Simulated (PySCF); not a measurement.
| atom | x (Å) | y (Å) | z (Å) |
| --- | --- | --- | --- |
| B | 0.7897 | -3.4065 | 0.6315 |
| O | 0.6445 | -2.1200 | 0.6348 |
| B | 0.4730 | -0.8256 | 0.6621 |
| C | 1.4913 | 0.1157 | 0.0146 |
| C | 2.2637 | 0.9028 | -0.4879 |
| Si | 3.4407 | 2.1120 | -1.2398 |
| C | -0.8039 | -0.1781 | 1.3994 |
| C | -1.5241 | 0.8884 | 0.5565 |
| C | -2.0706 | 0.2935 | -0.7010 |
| C | -3.3503 | 0.2562 | -1.0205 |
| H | 0.3398 | -4.0422 | -0.2565 |
| H | 1.3678 | -3.9286 | 1.5193 |
| H | 4.7486 | 1.4659 | -1.3836 |
| H | 2.9123 | 2.5098 | -2.5473 |
| H | 3.5342 | 3.2726 | -0.3484 |
| H | -1.5221 | -0.9527 | 1.6779 |
| H | -0.4703 | 0.2952 | 2.3272 |
| H | -0.8066 | 1.6717 | 0.2965 |
| H | -2.3338 | 1.3391 | 1.1350 |
| H | -1.3270 | -0.1394 | -1.3586 |
| H | -3.7016 | -0.1895 | -1.9357 |
| H | -4.1058 | 0.6790 | -0.3780 |

Geometry: GFN2-xTB.

These are results of PySCF, PBE0/pcSseg-1, SCF density, gas phase, non-relativistic, not measurements.

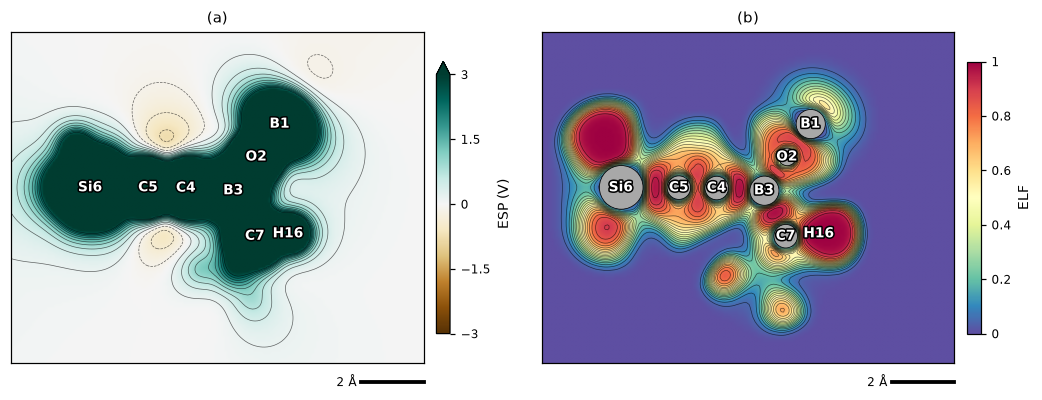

C$_{6}$H$_{12}$B$_{2}$OSi (SMILES BOB(C#C[SiH3])CCC=C). (a) molecular electrostatic potential; (b) electron localisation function on the plane of atoms C4, B3 and C7. Grey discs cover the atomic cores in the ELF map.

### Read the bonding off the picture.

- The plane passes through B, O, C, Si and H nuclei.
- C–C (1.21 Å): the ELF peaks at about 0.85 between the atoms; a short, multiple covalent bond.
- B–O (1.29 Å): the ELF peaks at about 0.90 between the atoms: a short, strongly polar bond.
- C–B (1.53 Å): the ELF peaks at about 1 between the atoms; a covalent bond.
- C–Si (1.85 Å): the ELF peaks at about 0.95 between the atoms (a shared electron pair).
- C–H (1.09 Å): the ELF climbs to about 1 towards the hydrogen, as it does in any bond to H: an ordinary covalent bond to hydrogen.
- Outside the dense part of the molecule the potential is most negative (−0.8 V) near C5.
